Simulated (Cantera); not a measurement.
Feed: 1 mol PbO, a varied amount of CO, 12 mol N₂, equilibrated at 2298.15 K and 4800 Torr.

Cantera equilibrium calculation (NASA polynomials, part measured and part estimated; ideal gas, pure solids and liquids). Candidate condensed phases: C, Pb, PbO, PbO₂, Pb₃O₄; 27 gas species. Gases not in the tables: (PbO)n polymers. Kinetics and transport are ignored.

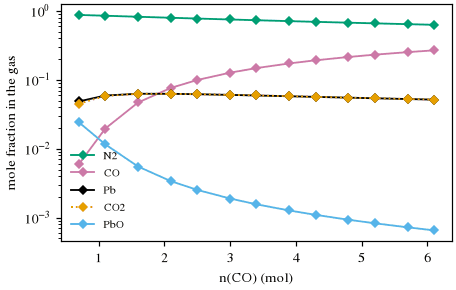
Fig. 1. Equilibrium gas composition (values under 1e-9 drawn at 1e-9)

From 0.7 mol CO to 6.1 mol CO nothing is condensed.
